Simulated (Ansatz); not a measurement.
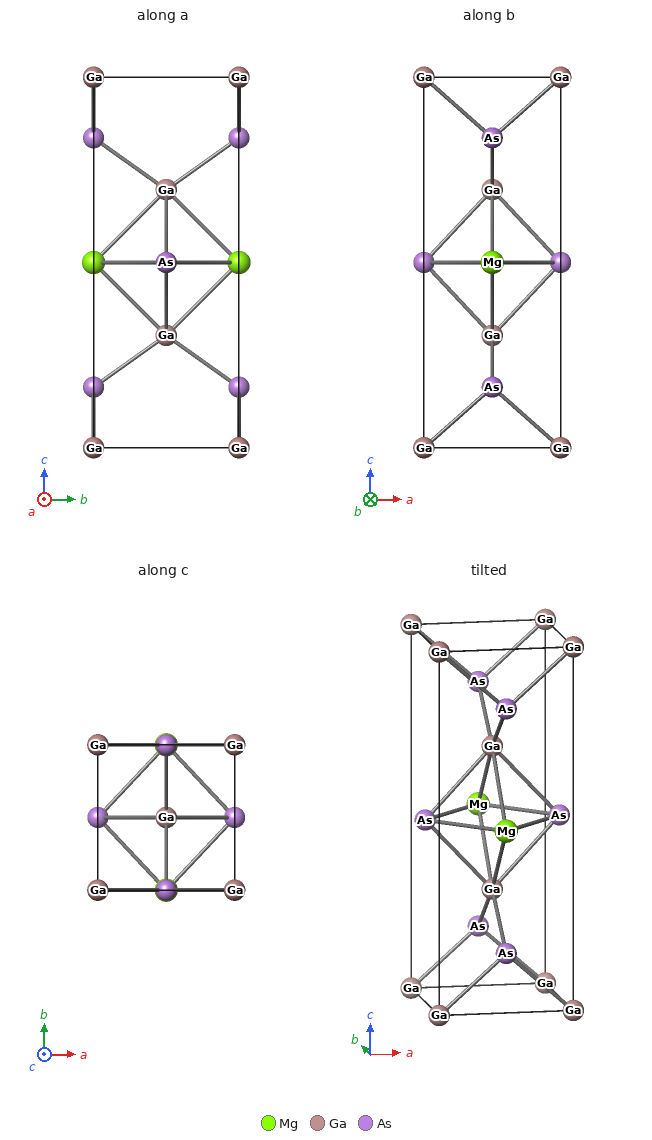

Crystal structure, ball-and-stick style, seen along the a axis, along the b axis, along the c axis and slightly off an axis. The conventional unit cell is drawn as a box.

Lattice parameters: a = 3.8503 Å, b = 4.0930 Å, c = 10.4301 Å, α = 90.000°, β = 90.000°, γ = 90.000°.

Q: Write down what is shown as a CIF in P1 with every atom of the cell, with free fractional coordinates to two decimals.

A:
```cif
data_structure
_symmetry_space_group_name_H-M 'P 1'
_symmetry_Int_Tables_number 1
_cell_length_a 3.8503
_cell_length_b 4.0930
_cell_length_c 10.4301
_cell_angle_alpha 90.000
_cell_angle_beta 90.000
_cell_angle_gamma 90.000
_cell_volume 164.37
loop_
_atom_site_label
_atom_site_type_symbol
_atom_site_fract_x
_atom_site_fract_y
_atom_site_fract_z
_atom_site_occupancy
Mg1 Mg 0.50 0.00 0.50 1
Ga1 Ga 0.50 0.50 0.70 1
Ga2 Ga 0.50 0.50 0.30 1
Ga3 Ga 0.00 0.00 0.00 1
As1 As 0.50 0.00 0.84 1
As2 As 0.00 0.50 0.50 1
As3 As 0.50 0.00 0.16 1
```

The initial geometry was a structure type filled with these elements by a generator (whether the compound takes this form wasn't checked). Atoms and cell were optimised with DFT PBE, scalar-relativistic, plane waves, PAW in Ansatz 0.2.0.
